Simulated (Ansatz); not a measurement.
# ClHOSn (SMILES [OH][Sn][Cl]): one structure at several levels

How do the functionals fare away from a minimum? The structure is a structure displaced at random from a GFN2-xTB minimum.

The runs use Ansatz 0.2.0, Gaussian basis; single points in def2-TZVPP.

Cores are frozen in the correlated methods. Filled d shells of the heavier atoms are correlated. Core potentials replace the inner electrons past krypton, and spin-orbit coupling is left out. B3LYP uses VWN-RPA correlation.

**1. Where the work starts**

SMILES `[OH][Sn][Cl]`, 4 atoms, charge 0, spin multiplicity 1.

Atoms are counted from 1 here; the program's logs count them from 0.

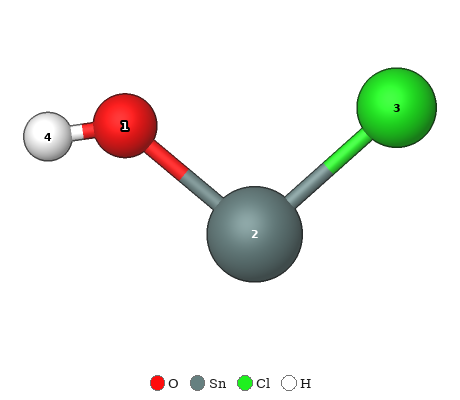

As it starts; oxygen red, tin teal, chlorine green, hydrogen white; atoms are numbered from 1 in the order of the file.

As a file:

```mol
ClHOSn
  3D, bonds by distance, orders not assigned

  4  3  0  0  0  0  0  0  0  0999 V2000
   -0.5750    0.4962   -0.6239 O   0  0
   -0.1994   -0.7311    0.9535 Sn  0  0
    2.0749   -0.8911    0.7098 Cl  0  0
   -1.3626    0.8958   -0.9319 H   0  0
  1  2  8  0
  1  4  8  0
  2  3  8  0
M  END
```

**2. CCSD(T)/def2-TZVPP**

The input, run/in.yaml:

```yaml
crystal:
  periodic: [false, false, false]
  atoms:
    - {symbol: O, position_ang: [-0.575000, 0.496200, -0.623900]}
    - {symbol: Sn, position_ang: [-0.199400, -0.731100, 0.953500]}
    - {symbol: Cl, position_ang: [2.074900, -0.891100, 0.709800]}
    - {symbol: H, position_ang: [-1.362600, 0.895800, -0.931900]}
basis:
  gaussian: {orbitals: def2-TZVPP}
correlation: {method: ccsd_t}
output: {forces: true}
```

No record of the launch command was kept for these runs.

**3. PBE0-D4/def2-TZVPP**

run/in.yaml, as its differences from that of step 2:

```diff
@@ -9,3 +9,3 @@
   gaussian: {orbitals: def2-TZVPP}
-correlation: {method: ccsd_t}
-output: {forces: true}
+hamiltonian: {xc: pbe0, dispersion: d4}
+output: {forces: true, orbitals: {seedname: orbitals}}
```

**4. wB97M-V/def2-TZVPP**

run/in.yaml, as its differences from that of step 3:

```diff
@@ -9,3 +9,3 @@
   gaussian: {orbitals: def2-TZVPP}
-hamiltonian: {xc: pbe0, dispersion: d4}
-output: {forces: true, orbitals: {seedname: orbitals}}
+hamiltonian: {xc: {name: wB97M-V}}
+output: {forces: true}
```

**5. r2SCAN-D4/def2-TZVPP**

run/in.yaml, as its differences from that of step 4:

```diff
@@ -9,3 +9,3 @@
   gaussian: {orbitals: def2-TZVPP}
-hamiltonian: {xc: {name: wB97M-V}}
+hamiltonian: {xc: r2scan, dispersion: d4}
 output: {forces: true}
```

**6. PBE-D4/def2-TZVPP**

run/in.yaml, as its differences from that of step 5:

```diff
@@ -9,3 +9,3 @@
   gaussian: {orbitals: def2-TZVPP}
-hamiltonian: {xc: r2scan, dispersion: d4}
+hamiltonian: {xc: pbe, dispersion: d4}
 output: {forces: true}
```

**7. B3LYP-D4/def2-TZVPP**

run/in.yaml, as its differences from that of step 6:

```diff
@@ -9,3 +9,3 @@
   gaussian: {orbitals: def2-TZVPP}
-hamiltonian: {xc: pbe, dispersion: d4}
+hamiltonian: {xc: {name: B3LYP}, dispersion: d4}
 output: {forces: true}
```

**8. HSE06-D4/def2-TZVPP**

run/in.yaml, as its differences from that of step 7:

```diff
@@ -9,3 +9,3 @@
   gaussian: {orbitals: def2-TZVPP}
-hamiltonian: {xc: {name: B3LYP}, dispersion: d4}
+hamiltonian: {xc: hse06, dispersion: d4}
 output: {forces: true}
```

(Steps that only read results are left out.)

What does the calculation give? Wanted: energy less free atoms, CCSD(T)/def2-TZVPP; RMS force component; RMS force error; HOMO and LUMO, PBE0-D4; T1 diagnostic.

As calculated:

| quantity | value |
| --- | --- |
| energy less free atoms, CCSD(T)/def2-TZVPP | -279.9 kcal/mol |
| RMS force component | 0.974 to 1.107 eV/Å over the methods |
| RMS force error | PBE0-D4 0.063, wB97M-V 0.049, r2SCAN-D4 0.084, PBE-D4 0.295, B3LYP-D4 0.207, HSE06-D4 0.063 eV/Å |
| HOMO and LUMO, PBE0-D4 | -7.48 and -2.48 eV |
| T1 diagnostic | 0.017 |

What this shows: Against CCSD(T) the functionals' energies less atoms differ by -21.0 to -7.0 kcal/mol, PBE-D4 by -21.0 kcal/mol. A larger basis would deepen the CCSD(T) value, while the functionals are nearly converged already, so the order here is not reliable. For forces wB97M-V does best and PBE-D4 worst. Frozen-core CCSD(T) forces in triple zeta carry basis errors of their own, and this is one geometry, so small gaps rank nothing.
